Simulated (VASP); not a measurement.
Band structure of HfN (rock salt). Method: r2SCAN meta-GGA, VASP's PBE PAW potentials (set 64) (plane waves; VASP).

Unless said otherwise, spin-orbit coupling is left out, though it shifts the bands of the heavy elements here.

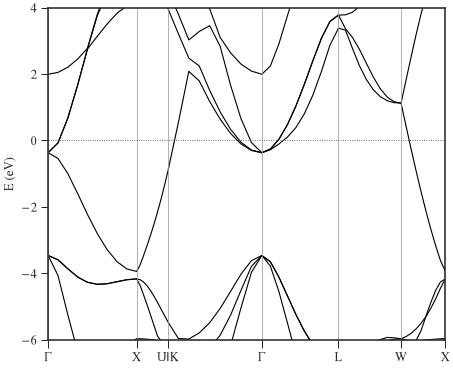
Figure: Bands along high-symmetry lines, zero at the valence-band maximum or, without a gap, the Fermi level

### Question
Read the plot: is there a gap, and where are the band edges?

### Answer
It has no gap at this level: it comes out as a metal or semimetal.

The compound is HfN in the rock salt structure. It was relaxed first. The electron count is odd and the run is not spin-polarised, which forces a metal.
